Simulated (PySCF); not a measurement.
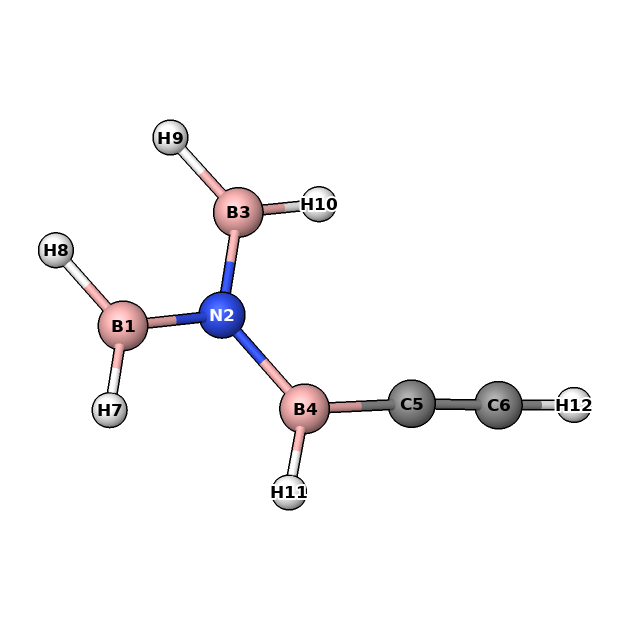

The computed structure is the end point of a GFN2-xTB optimisation. No frequency run is at hand to confirm it as a minimum. Properties computed with delta-SCF UKS SCAN, pcX-2 on the ionised atom, pcseg-1 elsewhere, spin-free X2C (PySCF 2.14.0).

Give the core-electron binding energies (to vacuum) of B1 1s, N2 1s, B4 1s, C5 1s, C6 1s.

```json
{"atom": "B1", "level": "1s", "binding energy (eV)": "196.1"}
{"atom": "N2", "level": "1s", "binding energy (eV)": "405.1"}
{"atom": "B4", "level": "1s", "binding energy (eV)": "196.5"}
{"atom": "C5", "level": "1s", "binding energy (eV)": "290.5"}
{"atom": "C6", "level": "1s", "binding energy (eV)": "290.7"}
```

The geometry is semi-empirical. Around B such bond lengths and angles can be off by a tenth of an ångström or more and by several degrees, and values that hang on the shape move with them.
